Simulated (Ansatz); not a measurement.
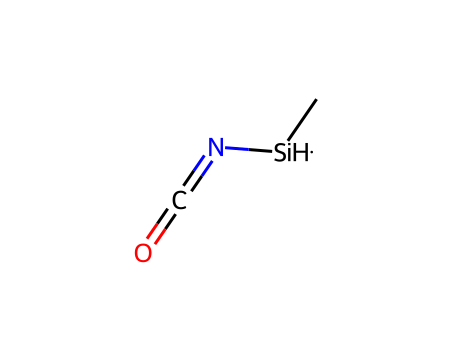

A structural formula. State: neutral, doublet.

Transcribe the drawing into SMILES.

Answer. C[SiH]N=C=O

Give the formula, hydrogens included.

Answer. C2H4NOSi.

An optimisation with PBE0-D4/def2-TZVP gave a structure of which point group?

Answer. C1. Other conformers may differ.

More results for the same structure follow; atom numbers are the same in all pictures, views and colours differ. Computed geometry: PBE0-D4/def2-TZVP optimisation.

### Shape

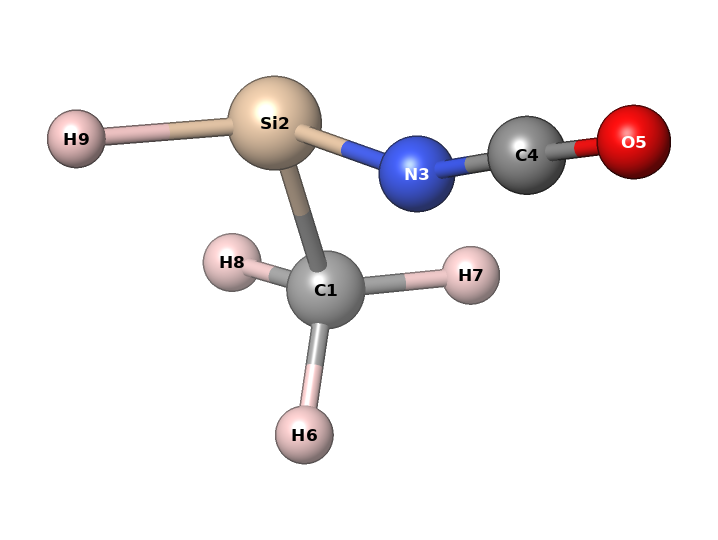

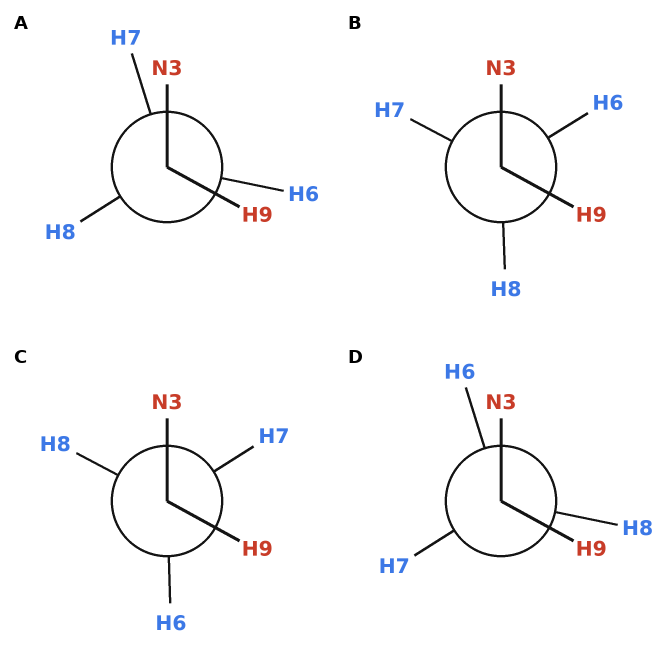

Distant atoms are faded towards the background colour. Bonds that would overlap in a projection are set slightly apart.

Which Newman projection shows the view along Si2–C1, with Si2 in front?

Answer. B. The torsion angle N3–Si2–C1–H6 is 58°, synclinal (gauche).

### Vibrations

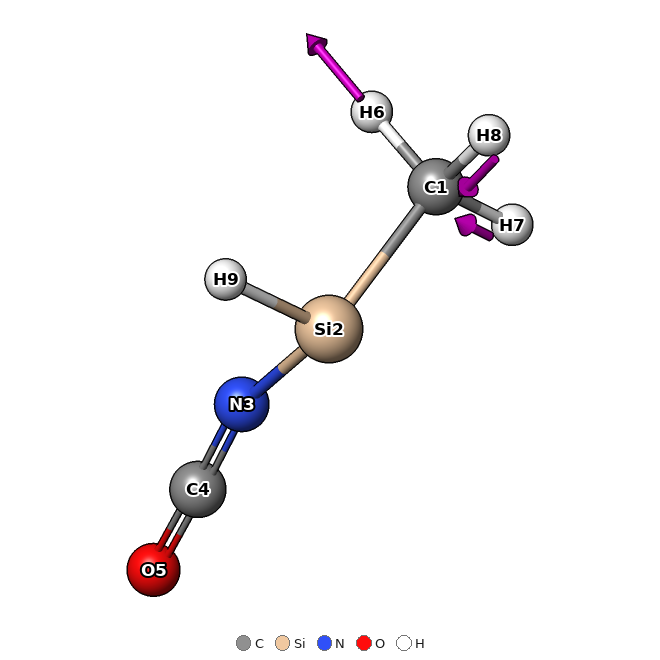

The arrows show one normal mode. Harmonic vibrations computed with UKS PBE0-D4/def2-TZVP (Ansatz 0.2.0) at a stationary point of the same level.

What kind of motion is it?

Answer. Mostly out-of-phase stretching of 3 C–H bonds.

Estimate its harmonic wavenumber.

Answer. 3131 cm⁻¹; it is mode 20 of 21 counted from the lowest.

### Dipole moment

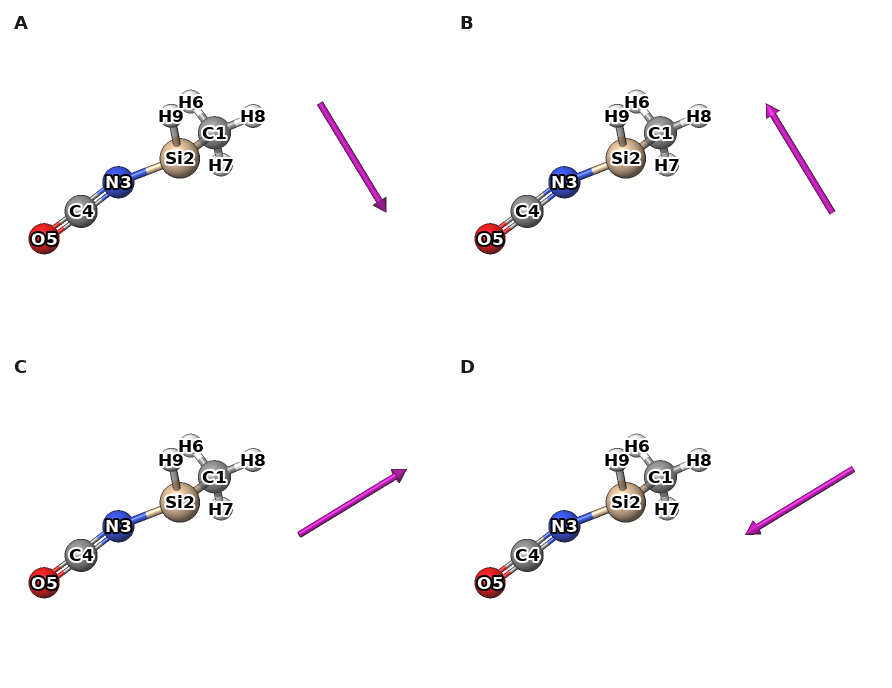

The same molecule four times, each with an arrow. Method: UKS PBE-D4/def2-TZVPP (Ansatz 0.2.0).

Which arrow points along the dipole moment, from the negative to the positive end?

Answer. C. The dipole moment is 2.43 D; it points from the side of O5 to the side of H8 (the outermost atoms at the two ends).

### Electronic properties

Level of theory: UKS BHLYP-D4/def2-TZVPP (Ansatz 0.2.0).

Computed properties:

- HOMO energy (Kohn–Sham orbital): −6.97 eV
- ⟨S²⟩ of the determinant: 0.753
- dispersion correction: −21.5 kJ/mol
